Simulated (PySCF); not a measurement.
# C2H6LiO, charge +1, SMILES `[Li+].COC`: electronic structure

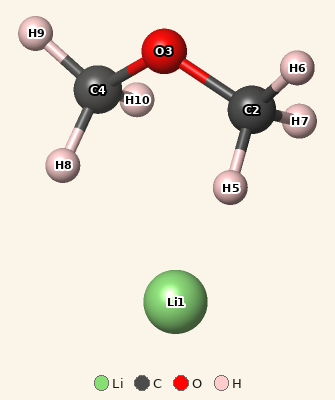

The molecule, with its atoms numbered as below.

Cartesian coordinates (Å):

```
Li1     -0.0468   -2.5509    0.0864
C2       1.1757    0.1020   -0.0661
O3       0.0145    0.8217    0.1470
C4      -1.1710    0.1399   -0.0661
H5       1.2648   -0.7416    0.6803
H6       2.0077    0.7854    0.0935
H7       1.2339   -0.3028   -1.0947
H8      -1.2873   -0.7004    0.6802
H9      -1.9805    0.8498    0.0934
H10     -1.2422   -0.2628   -1.0947
```

## 1. Bonding charge

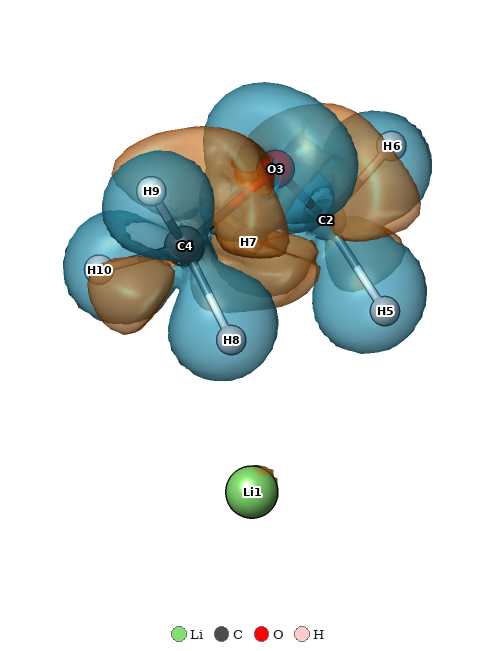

Deformation density (molecule less spherical, spin-averaged free atoms at the same positions), surfaces at ±0.07 e/Å³; light blue: gain, orange: loss.

Level of theory: TPSS/def2-SVPD (PySCF), at an unrelaxed start geometry of a pair search.

**How much density has each bond gained at its critical point, relative to the free atoms?**

C2–H6 and C4–H9: +0.76 e/Å³ at the bond critical point (bond length 1.09 Å). C4–H10 and C2–H7: +0.67 e/Å³ at the bond critical point (bond length 1.11 Å). C2–H5 and C4–H8: +0.56 e/Å³ at the bond critical point (bond length 1.13 Å). C2–O3 and O3–C4: +0.14 e/Å³ at the bond critical point (bond length 1.38 Å). In all, 1.7 electrons gather in the regions of gain relative to the promolecule of neutral atoms (the regions of loss give up this much and the cation's charge besides). A small or negative value marks a very polar bond, one between electron-rich atoms, whose free-atom densities already overlap strongly, a long bond to a heavier atom, or a closed-shell contact such as a hydrogen bond.

## 2. Bond critical points

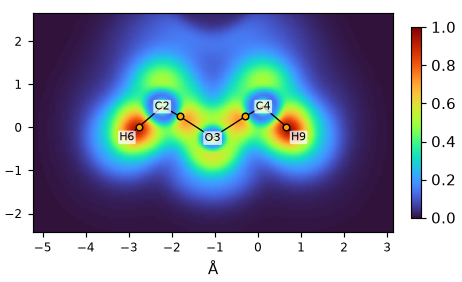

Localised orbital locator (LOL) in the plane of C2, O3, C4, H6 and H9, with bond paths and bond critical points (dots).

**Rank the bonds in the plane by LOL at their critical points.**

C2–H6 and C4–H9: about 0.92; C2–O3 and O3–C4: about 0.52. Values above 0.5 mark slow, localised electrons, as in shared pairs; low values at a critical point mark a polar or closed-shell contact whose critical point lies between the shells.

**Where along C2–O3 does the critical point lie?**

0.47 Å from C2 and 0.91 Å from O3.

## 3. Local ionisation energy

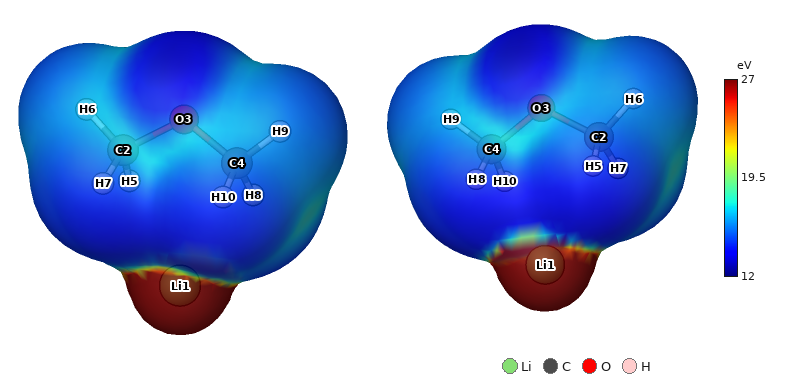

Average local ionisation energy on the surface of electron density 0.001 a.u. (back view left, front view right).

**Where are the most loosely bound electrons on this surface?**

The lowest value is 12.9 eV, 1.8 Å from O3. Further minima include 13.5 eV, near Li1 (1.64 Å) and H5 (1.81 Å); 14.1 eV, 1.4 Å from H7; 15.1 eV, 1.3 Å from H6, and at like points elsewhere. For comparison, the highest occupied orbital lies at −10.8 eV.

**What volume does the surface enclose?**

About 81 Å³.

The PySCF run shown took 13 s on 1 thread of Intel(R) Xeon(R) 6975P-C (Granite Rapids), with other jobs on the host.
